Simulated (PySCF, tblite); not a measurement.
**C5H8OPSi−: a rotation path, then NMR shifts on frames, part 1 of 2**

Aim: move C5H8OPSi− (`COc1ccc([SiH3])[p-]1`) away from its starting geometry and see how NMR shifts follow the geometry.

Programs: tblite 0.8.0 and PySCF 2.14.0, with density-fitted response routines of our own. Each step states its level of theory. These are calculated values for one molecule in the gas phase, unless marked as measured. Atoms count from 0, in the outputs and in this text.

### Step 1. The molecule as given

16 atoms, charge -1, multiplicity 1; geometry from: GFN2-xTB.

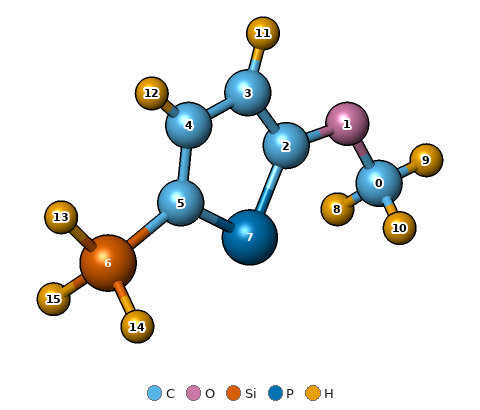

As it starts; carbon blue, oxygen pink, silicon orange, phosphorus blue, hydrogen amber, atoms numbered.

### Step 2. A band between two rotamers with GFN2-xTB

The job: settings as JSON, then the geometry in Å.

```
{"job": {"kind": "neb", "xc": "GFN2-xTB", "basis": "xTB", "atoms": [7, 2, 1, 0], "turn": 180}, "charge": -1, "multiplicity": 1}
C     -3.158251     0.257277    -0.496155
O     -2.441828    -0.740039     0.155423
C     -1.068310    -0.511613     0.178753
C     -0.212223    -1.419371     0.780573
C      1.117412    -1.016922     0.698867
C      1.306140     0.191924     0.042168
Si     2.938266     1.003086    -0.245741
P     -0.239129     0.870062    -0.504105
H     -2.842985     0.352224    -1.545136
H     -4.215650    -0.015856    -0.448867
H     -3.002622     1.234566    -0.017429
H     -0.560179    -2.327140     1.253848
H      1.940510    -1.591801     1.107422
H      4.018334     0.204523     0.375269
H      3.081877     2.362629     0.318798
H      3.331039     1.155394    -1.665096
```

With the program's defaults for keys left out, this is: GFN2-xTB climbing-image nudged elastic band, gas phase.

Command:

```
$ OMP_NUM_THREADS=1 python probes_run.py task.json out
```

This one command runs all jobs of the session in turn.

Output:

```text
image   E - E0 / eV
  0       0.0000
  1       0.0331
  2       0.0873
  3       0.1206
  4       0.1374
  5       0.1570
  6       0.1740
  7       0.1632
  8       0.1471
```

Wall time 16 s (1 thread, shared host).

The final band, with the dihedral P7–C2–O1–C0:

```
image  dihedral (°)  energy (eV)  energy (kcal/mol)
    0             1        0.000                0.0
    1            24        0.033                0.8
    2            48        0.087                2.0
    3            70        0.121                2.8
    4            93        0.137                3.2
    5           115        0.157                3.6
    6           136        0.174                4.0
    7           158        0.163                3.8
    8           180        0.147                3.4
```

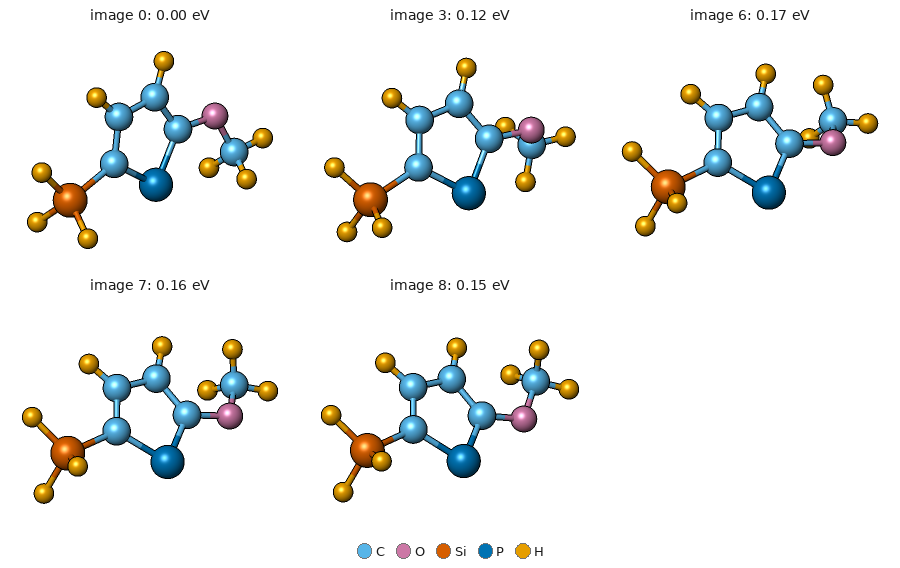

Images along the band.

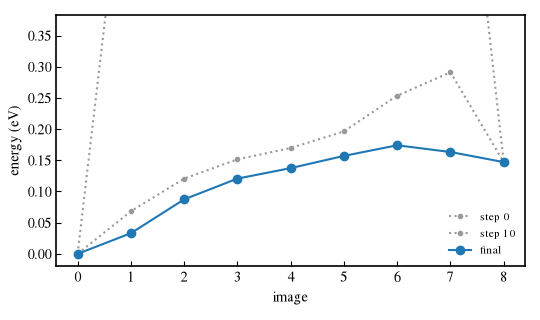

Energy along the band, early and final.

### Step 3. NMR shieldings: image 0, PBE0/pcSseg-1

The job: settings as JSON, then the geometry in Å.

```
{"job": {"kind": "nmr", "xc": "PBE0", "basis": "pcSseg-1", "pop": false}, "charge": -1, "multiplicity": 1}
C     -3.158300     0.257300    -0.496200
O     -2.441800    -0.740000     0.155400
C     -1.068300    -0.511600     0.178800
C     -0.212200    -1.419400     0.780600
C      1.117400    -1.016900     0.698900
C      1.306100     0.191900     0.042200
Si     2.938300     1.003100    -0.245700
P     -0.239100     0.870100    -0.504100
H     -2.843000     0.352200    -1.545100
H     -4.215600    -0.015900    -0.448900
H     -3.002600     1.234600    -0.017400
H     -0.560200    -2.327100     1.253800
H      1.940500    -1.591800     1.107400
H      4.018300     0.204500     0.375300
H      3.081900     2.362600     0.318800
H      3.331000     1.155400    -1.665100
```

Level: GIAO PBE0/pcSseg-1 NMR shielding, non-relativistic, gas phase.

Output:

```text
coarse grid: 14728 points
cycle   1  E = -900.6343604928  dE =  1.146e+00  |g| = 6.466e-01  |ddm| = 3.950e+00
cycle   2  E = -900.5286818350  dE =  1.057e-01  |g| = 9.257e-01  |ddm| = 2.092e+00
cycle   3  E = -900.7395575440  dE = -2.109e-01  |g| = 1.179e-01  |ddm| = 1.360e+00
cycle   4  E = -900.7431086195  dE = -3.551e-03  |g| = 5.420e-02  |ddm| = 2.512e-01
cycle   5  E = -900.7438797536  dE = -7.711e-04  |g| = 1.546e-02  |ddm| = 8.077e-02
cycle   6  E = -900.7439268073  dE = -4.705e-05  |g| = 6.199e-03  |ddm| = 1.884e-02
cycle   7  E = -900.7439349519  dE = -8.145e-06  |g| = 1.344e-03  |ddm| = 6.589e-03
final grid: 134080 points
cycle   8  E = -900.8021670374  dE = -1.471e-05  |g| = 1.219e-02  |ddm| = 2.894e-02
cycle   9  E = -900.8021132674  dE =  5.377e-05  |g| = 1.984e-02  |ddm| = 2.613e-02
cycle  10  E = -900.8021970688  dE = -8.380e-05  |g| = 1.740e-03  |ddm| = 1.872e-02
cycle  11  E = -900.8021978781  dE = -8.093e-07  |g| = 4.043e-04  |ddm| = 2.337e-03
cycle  12  E = -900.8021979160  dE = -3.797e-08  |g| = 1.587e-04  |ddm| = 5.987e-04
cycle  13  E = -900.8021979221  dE = -6.058e-09  |g| = 4.313e-05  |ddm| = 1.829e-04
cycle  14  E = -900.8021979225  dE = -3.597e-10  |g| = 1.917e-05  |ddm| = 6.000e-05
converged SCF energy = -900.8021979225

GIAO shielding tensors (ppm)
atom      isotropic    diamagn.    paramagn.     s11        s22        s33       span
  0 C      127.772     244.613    -116.841    101.216    101.703    180.396     79.180
  1 O      236.749     395.950    -159.201    109.962    297.965    302.321    192.359
  2 C      -12.344     263.404    -275.747   -110.797      7.612     66.154    176.951
  3 C       80.919     252.874    -171.955     19.038     77.681    146.037    126.999
  4 C       58.807     251.600    -192.793    -27.634     59.709    144.347    171.981
  5 C       82.522     263.775    -181.252    -20.333     93.272    174.627    194.960
  6 Si     432.162     880.142    -447.981    383.497    415.616    497.372    113.875
  7 P      274.454     970.950    -696.496    137.385    233.302    452.676    315.291
  8 H       27.845      29.641      -1.796     24.311     26.565     32.661      8.350
  9 H       28.039      27.938       0.100     23.415     26.623     34.077     10.663
 10 H       27.814      29.640      -1.826     24.204     26.649     32.589      8.386
 11 H       25.352      32.928      -7.576     22.401     25.798     27.856      5.455
 12 H       25.029      33.137      -8.108     21.551     24.757     28.779      7.228
 13 H       27.352      29.486      -2.135     24.111     25.787     32.157      8.046
 14 H       27.053      28.979      -1.927     23.293     25.219     32.645      9.352
 15 H       27.015      28.946      -1.931     23.296     25.048     32.702      9.406
```

It took 94 s on 1 thread, shared host.

The references, computed at this level on geometries of the same kind, shield at (ppm): 1H TMS 31.72, 13C TMS 186.9, 29Si TMS 349.2, 17O H2O 336.1, 31P H3PO4 318.4. Their shielding less the atom's gives the shift. The references are single molecules in the gas phase, so shifts against H2O, NH3, PH3, H3PO4 or CFCl3 are not on the usual liquid scales and can be off by tens of ppm. Each atom is listed at this fixed geometry, with no averaging over motion; a spectrum would average atoms that exchange fast.

```
atoms                                     environment  σ (ppm)  δ (ppm)
   C2                  aromatic carbon bearing oxygen    -12.3    199.3
   C4                                     aromatic CH     58.8    128.1
   C3                                     aromatic CH     80.9    106.0
   C5                     substituted aromatic carbon     82.5    104.4
   C0                       methyl carbon bonded to O    127.8     59.2
  H12                      hydrogen on an aromatic CH    25.03     6.69
  H11                      hydrogen on an aromatic CH    25.35     6.37
  H15               hydrogen on a silicon bonded to C    27.02     4.70
  H14               hydrogen on a silicon bonded to C    27.05     4.66
  H13               hydrogen on a silicon bonded to C    27.35     4.37
  H10         hydrogen on a methyl carbon bonded to O    27.81     3.90
   H8         hydrogen on a methyl carbon bonded to O    27.85     3.87
   H9         hydrogen on a methyl carbon bonded to O    28.04     3.68
   O1                                    ether oxygen    236.7     99.3
  Si6                        silicon bonded to C, 3 H    432.2    -83.0
   P7  phosphorus bonded to 2 C, in a 5-membered ring    274.5     43.9
```

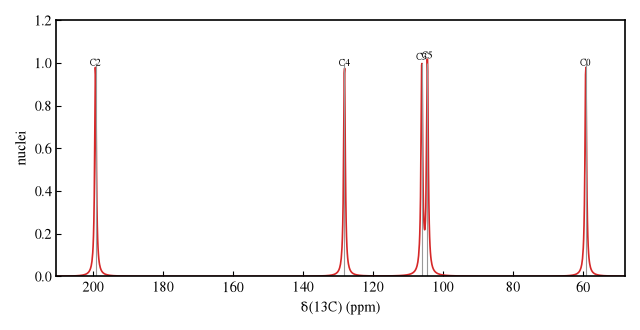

13C lines at the computed shifts, without couplings. Lines are broadened to a width of 0.56 ppm (Lorentzian).

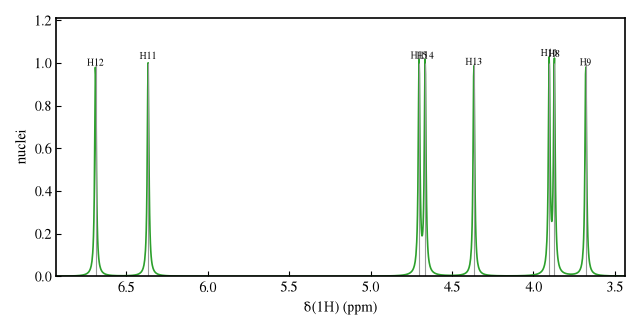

1H lines at the computed shifts, without couplings. Lines are broadened to a width of 0.01 ppm (Lorentzian).

Ring of atoms C2, C3, C4, C5, P7: NICS(0) -12.6, NICS(1) -10.9, NICS(1)zz -27.6 ppm (means of both faces).

### Step 4. Nuclear shieldings: image 3, PBE0/pcSseg-1

The job: settings as JSON, then the geometry in Å.

```
{"job": {"kind": "nmr", "xc": "PBE0", "basis": "pcSseg-1", "pop": false}, "charge": -1, "multiplicity": 1}
C     -3.145500     0.010700    -0.562100
O     -2.483500    -0.128400     0.660000
C     -1.087500    -0.098600     0.515600
C     -0.312000    -1.232800     0.690600
C      1.041900    -0.973900     0.505100
C      1.322000     0.346900     0.174200
Si     3.014800     1.002600    -0.165800
P     -0.155200     1.322300     0.098800
H     -2.881500    -0.804100    -1.253600
H     -4.219100    -0.023700    -0.357000
H     -2.893600     0.963900    -1.045500
H     -0.732300    -2.195400     0.949500
H      1.815000    -1.727100     0.599300
H      4.016500    -0.073400     0.002600
H      3.466900     2.101600     0.713200
H      3.225600     1.518200    -1.536200
```

With the program's defaults for keys left out, this is: GIAO PBE0/pcSseg-1 NMR shielding, non-relativistic, gas phase.

Output:

```text
coarse grid: 14728 points
cycle   1  E = -900.6287782155  dE =  1.113e+00  |g| = 6.542e-01  |ddm| = 3.936e+00
cycle   2  E = -900.5287123655  dE =  1.001e-01  |g| = 9.259e-01  |ddm| = 2.035e+00
cycle   3  E = -900.7351883682  dE = -2.065e-01  |g| = 1.180e-01  |ddm| = 1.304e+00
cycle   4  E = -900.7386181994  dE = -3.430e-03  |g| = 5.887e-02  |ddm| = 2.581e-01
cycle   5  E = -900.7395341319  dE = -9.159e-04  |g| = 1.802e-02  |ddm| = 8.942e-02
cycle   6  E = -900.7396011373  dE = -6.701e-05  |g| = 5.826e-03  |ddm| = 2.175e-02
cycle   7  E = -900.7396081836  dE = -7.046e-06  |g| = 1.638e-03  |ddm| = 6.778e-03
final grid: 134080 points
cycle   8  E = -900.7983243652  dE = -2.196e-05  |g| = 1.122e-02  |ddm| = 3.583e-02
cycle   9  E = -900.7982767095  dE =  4.766e-05  |g| = 1.828e-02  |ddm| = 2.593e-02
cycle  10  E = -900.7983500081  dE = -7.330e-05  |g| = 1.828e-03  |ddm| = 1.901e-02
cycle  11  E = -900.7983509390  dE = -9.309e-07  |g| = 4.095e-04  |ddm| = 2.553e-03
cycle  12  E = -900.7983509760  dE = -3.704e-08  |g| = 1.570e-04  |ddm| = 5.906e-04
cycle  13  E = -900.7983509816  dE = -5.592e-09  |g| = 4.728e-05  |ddm| = 1.878e-04
cycle  14  E = -900.7983509821  dE = -4.550e-10  |g| = 2.137e-05  |ddm| = 7.176e-05
converged SCF energy = -900.7983509821

GIAO shielding tensors (ppm)
atom      isotropic    diamagn.    paramagn.     s11        s22        s33       span
  0 C      117.840     243.531    -125.690     81.714     93.840    177.966     96.252
  1 O      275.533     398.140    -122.608    195.667    287.890    343.041    147.374
  2 C      -15.059     261.919    -276.978   -122.316      8.641     68.498    190.814
  3 C       74.537     253.460    -178.923     10.828     70.192    142.590    131.763
  4 C       61.429     252.905    -191.476    -22.590     61.160    145.717    168.307
  5 C       74.275     263.940    -189.665    -32.960     83.544    172.240    205.200
  6 Si     431.651     880.044    -448.393    382.342    416.765    495.845    113.503
  7 P      242.973     970.399    -727.426    106.819    155.243    466.856    360.037
  8 H       28.212      29.939      -1.728     24.311     26.518     33.806      9.495
  9 H       27.839      28.244      -0.405     24.047     25.287     34.183     10.136
 10 H       27.732      29.697      -1.966     23.156     27.213     32.826      9.671
 11 H       25.259      33.297      -8.038     23.027     24.864     27.886      4.859
 12 H       25.207      33.483      -8.276     21.922     25.012     28.687      6.764
 13 H       27.372      29.448      -2.077     24.183     25.857     32.075      7.892
 14 H       27.103      28.767      -1.664     23.406     25.252     32.650      9.245
 15 H       27.090      28.975      -1.886     23.415     25.210     32.644      9.228
```

Run time: 83 s. Hardware: 1 thread, shared host.

In short: δ C2 202.0, C4 125.5, C5 112.7, C3 112.4, H12 6.51, H11 6.46 ppm.

(Continued in part 2 of 2.)
